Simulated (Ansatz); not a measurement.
# C, pressure series

Take C in the graphite type structure (space group P6_3/mmc, No. 194; layered, stacked along the Cartesian z axis) as the base.

```yaml
crystal:
  lattice:
    - [2.45522, 0.00000, 0.00000]
    - [-1.22761, 2.12628, 0.00000]
    - [0.00000, 0.00000, 6.67052]
  atoms:
    - { symbol: C, position: [0.00000, 0.00000, 0.25000] }
    - { symbol: C, position: [0.00000, 0.00000, 0.75000] }
    - { symbol: C, position: [0.33333, 0.66667, 0.25000] }
    - { symbol: C, position: [0.66667, 0.33333, 0.75000] }
```

Cell and atoms are relaxed at each pressure.

Computed with Ansatz (an electronic-structure program), r2SCAN+rVV10, PAW, cutoff 500 eV, without spin-orbit coupling, earlier PAW set.

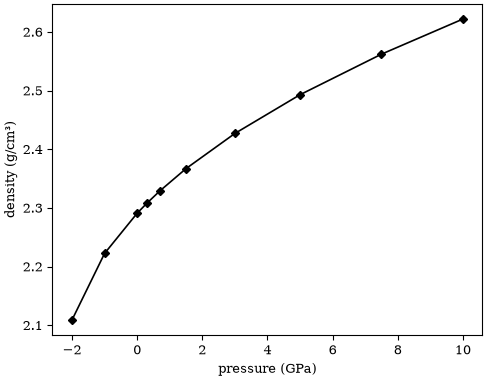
Figure. Density against pressure

```
pressure (GPa)     density
--------------  ----------
-2              2.11 g/cm³
-1              2.22 g/cm³
0.3             2.31 g/cm³
0.7             2.33 g/cm³
1.5             2.37 g/cm³
3               2.43 g/cm³
5               2.49 g/cm³
7.5             2.56 g/cm³
10              2.62 g/cm³
```

A case with no gap was solved on a k-mesh chosen for an insulator, which is coarse for it. Load acts through the strain it causes; cell and atoms are relaxed under it. No phonon test of stability was made. No other phases were tried under pressure.
